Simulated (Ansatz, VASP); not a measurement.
## SiC (Moissanite 3C): VASP beside Ansatz

Wanted: the spread between two codes on one cell, functional and k mesh. The cell comes out of the VASP series on this material, whose earlier steps may have relaxed, scaled or displaced it; both programs get it as it stands.

Calculated with Ansatz 0.2.0; plane waves, with VASP 6.6.1 beside it; band structure at HSE06.

## (1) Starting point

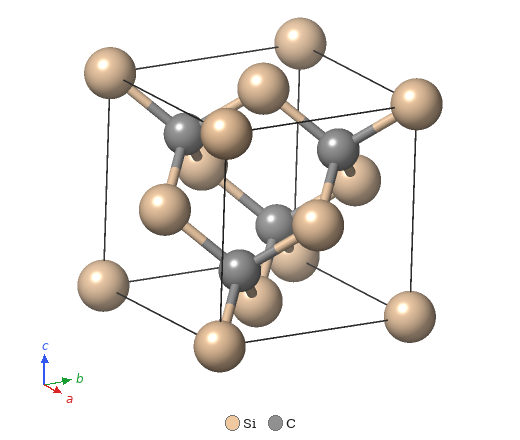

The starting structure, seen slightly off an axis (silicon light orange, carbon grey). This picture shows the conventional cell, with its axes. Bonds to atoms that aren't drawn are left out. Some periodic images of atoms are drawn too.

## (2) VASP: band structure, HSE06

The same path points are solved in both programs, so levels can be compared one by one.

Lines of VASP's logs that name or quote its potential files are left out, and so is its time.

INCAR

```
SYSTEM = SiC
PREC = Accurate
ENCUT = 520
EDIFF = 1E-06
NELM = 100
ISMEAR = 0
SIGMA = 0.05
LREAL = .FALSE.
ALGO = Normal
LHFCALC = .TRUE.
AEXX = 0.25
GGA = PE
HFSCREEN = 0.2
LASPH = .TRUE.
NBANDS = 10
PRECFOCK = Fast
LORBIT = 11
LWAVE = .FALSE.
LCHARG = .FALSE.
KPAR = 2
```

POSCAR

```
SiC
1.0
    0.0000000000      2.1775716673      2.1775716673
    2.1775716673      0.0000000000      2.1775716673
    2.1775716673      2.1775716673      0.0000000000
Si C
1 1
Direct
    0.0000000000      0.0000000000      0.0000000000
    0.2500000000      0.2500000000      0.2500000000
```

KPOINTS

```
Automatic mesh
0
Gamma
5 5 5
0 0 0
```

KPOINTS_OPT

```
Line mode
6
Line-mode
Reciprocal
  0.00000000   0.00000000   0.00000000 GAMMA
  0.50000000   0.00000000   0.50000000 X

  0.50000000   0.00000000   0.50000000 X
  0.50000000   0.25000000   0.75000000 W

  0.50000000   0.25000000   0.75000000 W
  0.37500000   0.37500000   0.75000000 K

  0.37500000   0.37500000   0.75000000 K
  0.00000000   0.00000000   0.00000000 GAMMA

  0.00000000   0.00000000   0.00000000 GAMMA
  0.50000000   0.50000000   0.50000000 L

  0.50000000   0.50000000   0.50000000 L
  0.62500000   0.25000000   0.62500000 U

  0.62500000   0.25000000   0.62500000 U
  0.50000000   0.25000000   0.75000000 W

  0.50000000   0.25000000   0.75000000 W
  0.50000000   0.50000000   0.50000000 L

  0.50000000   0.50000000   0.50000000 L
  0.37500000   0.37500000   0.75000000 K

  0.62500000   0.25000000   0.62500000 U
  0.50000000   0.00000000   0.50000000 X
```

Potentials, in the order of the species: Si and C (PBE family, release 64).

Launch:

```console
$ mpirun -np 2 vasp_std
```

Numbers of over 12 decimals in the logs are rounded to 6 here.

The program printed:

```text
[banner, memory and clock lines left out]
running    2 mpi-ranks, on    1 nodes
 distrk:  each k-point on    1 cores,    2 groups
 distr:  one band on    1 cores,    1 groups

 POSCAR found type information on POSCAR SiC
 POSCAR found :  2 types and       2 ions
 LDA part: xc-table for (Slater+PW92), standard interpolation
 found WAVECAR, reading the header
 POSCAR, INCAR and KPOINTS ok, starting setup
 FFT: planning ... GRIDC
 FFT: planning ... GRID_SOFT
 FFT: planning ... GRID
 reading WAVECAR
 the WAVECAR file was read successfully
 initial charge from wavefunction
 entering main loop
       N       E                     dE             d eps       ncg     rms          rms(c)
DAV:   1    -0.174319759793E+02   -0.17432E+02   -0.14693E-01   210   0.319E+00    0.988E-01
DAV:   2    -0.174314103395E+02    0.56564E-03   -0.26014E-03   212   0.387E-01    0.657E-01
DAV:   3    -0.174311639495E+02    0.24639E-03   -0.15523E-03   214   0.207E-01    0.414E-01
DAV:   4    -0.174312164078E+02   -0.52458E-04   -0.20384E-04   234   0.850E-02    0.257E-01
DAV:   5    -0.174312153445E+02    0.10633E-05   -0.29228E-06   206   0.139E-02    0.156E-01
DAV:   6    -0.174312141609E+02    0.11836E-05   -0.42739E-06   200   0.122E-02    0.929E-02
DAV:   7    -0.174312143113E+02   -0.15039E-06   -0.72703E-07   106   0.600E-03
   1 F= -.17431214E+02 E0= -.17431214E+02  d E =-.305270E-12
 Start KPOINTS_OPT (optional k-point list driver)
k-point batch [1-10\60]
       N       E                     dE             ncg
DAV:   1     0.328503411598E+03   -0.24096E+04      208
DAV:   2     0.117818479883E+03   -0.21068E+03      266
DAV:   3     0.107130452200E+03   -0.10688E+02      256
DAV:   4     0.107049490238E+03   -0.80962E-01      264
DAV:   5     0.107049094664E+03   -0.39557E-03      246
DAV:   6     0.107049093202E+03   -0.14616E-05      246
DAV:   7     0.107049093195E+03   -0.69402E-08      228
[...]
k-point batch [51-60\60]
       N       E                     dE             ncg
DAV:   1     0.237931720930E+03   -0.34486E+04      200
DAV:   2     0.533767409751E+02   -0.18455E+03      240
DAV:   3     0.462290191981E+02   -0.71477E+01      250
DAV:   4     0.461616464490E+02   -0.67373E-01      248
DAV:   5     0.461614032319E+02   -0.24322E-03      274
DAV:   6     0.461614025405E+02   -0.69145E-06      240
```

Parts of OUTCAR (step 2):

```text
ion  position               nearest neighbor table
   1  0.000  0.000  0.000-   2 1.89   2 1.89   2 1.89   2 1.89
   2  0.250  0.250  0.250-   1 1.89   1 1.89   1 1.89   1 1.89

  LATTYP: Found a face centered cubic cell.
 ALAT       =     4.3551433346

 Subroutine GETGRP returns: Found 24 space group operations
 (whereof 24 operations were pure point group operations)

The static configuration has the point symmetry T_d .

 Found     10 irreducible k-points:

   k-points           NKPTS =     10   k-points in BZ     NKDIM =    125   number of bands    NBANDS=     10

   dimension x,y,z NGX =    24 NGY =   24 NGZ =   24
   dimension x,y,z NGXF=    48 NGYF=   48 NGZF=   48

   ENCUT  =  520.0 eV  38.22 Ry    6.18 a.u.   5.73  5.73  5.73*2*pi/ulx,y,z

   NELECT =       8.0000    total number of electrons

 k-points in reciprocal lattice and weights: Automatic mesh
   0.00000000  0.00000000  0.00000000       0.008
   0.20000000  0.00000000  0.00000000       0.064
   0.40000000  0.00000000  0.00000000       0.064
   0.20000000  0.20000000  0.00000000       0.048
   0.40000000  0.20000000  0.00000000       0.192
  -0.40000000  0.20000000  0.00000000       0.192
  -0.20000000  0.20000000  0.00000000       0.096
   0.40000000  0.40000000  0.00000000       0.048
  -0.40000000  0.40000000  0.00000000       0.096
  -0.40000000  0.40000000  0.20000000       0.192

  exchange ACFDT corr.  =         0.00000000  see jH, gK, PRB 81, 115126

 average (electrostatic) potential at core
       1 -76.6724       2 -40.8721

 E-fermi :   7.7428

 k-point     1 :       0.0000    0.0000    0.0000
  band No.  band energies     occupation
      1      -9.4954      2.00000
      2       7.5109      2.00000
      3       7.5109      2.00000
      4       7.5109      2.00000
      5      15.1024      0.00000
      6      16.1296      0.00000
      7      16.1296      0.00000
      8      16.1296      0.00000
      9      23.6225      0.00000
    ...

 k-point     2 :       0.2000    0.0000    0.0000
  band No.  band energies     occupation
      1      -8.6541      2.00000
      2       4.0923      2.00000
      3       7.0305      2.00000
      4       7.0305      2.00000
      5      15.0002      0.00000
      6      16.7879      0.00000
      7      16.7879      0.00000
      8      17.8150      0.00000
      9      21.8963      0.00000
    ...

 k-point     3 :       0.4000    0.0000    0.0000
  band No.  band energies     occupation
      1      -6.4116      2.00000
      2      -0.7262      2.00000
      3       6.4368      2.00000
      4       6.4368      2.00000
      5      14.2855      0.00000
      6      16.1990      0.00000
      7      16.1990      0.00000
      8      19.1156      0.00000
      9      24.8946      0.00000
    ...

  energy-cutoff  :      520.00
  volume of cell :       20.65
      direct lattice vectors                 reciprocal lattice vectors
     0.000000000  2.177571667  2.177571667    -0.229613568  0.229613568  0.229613568
     2.177571667  0.000000000  2.177571667     0.229613568 -0.229613568  0.229613568
     2.177571667  2.177571667  0.000000000     0.229613568  0.229613568 -0.229613568

 POSITION                                       TOTAL-FORCE (eV/Angst)
 -----------------------------------------------------------------------------------
      0.00000      0.00000      0.00000        -0.000000     -0.000000     -0.000000
      1.08879      1.08879      1.08879         0.000000      0.000000      0.000000
 -----------------------------------------------------------------------------------
    total drift:                                0.000001     -0.000000      0.000000

  FREE ENERGIE OF THE ION-ELECTRON SYSTEM (eV)
  ---------------------------------------------------
  free  energy   TOTEN  =       -17.4312143113 eV

  energy  without entropy=      -17.4312143113  energy(sigma->0) =      -17.43121431

 total charge
# of ion       s       p       d       tot
------------------------------------------
    1        0.716   0.989   0.000   1.705
    2        0.837   1.717   0.000   2.554
--------------------------------------------------
tot          1.552   2.706   0.000   4.259

[... 3 further parts left out ...]
```

[end of part 1 of 2]

[Lines on the potential files, build, host, timing and source positions are cut from VASP's logs without a mark.]

[Logs are printed without paths, hosts, clocks, repeated set-up lines and the standing remarks that a program may print on its own settings, such as how far it seeks lower states.]

[Hosts, paths, dates, database ids (printed as entryN), source tags and the programs' standing remarks are cut or masked in the printed files.]
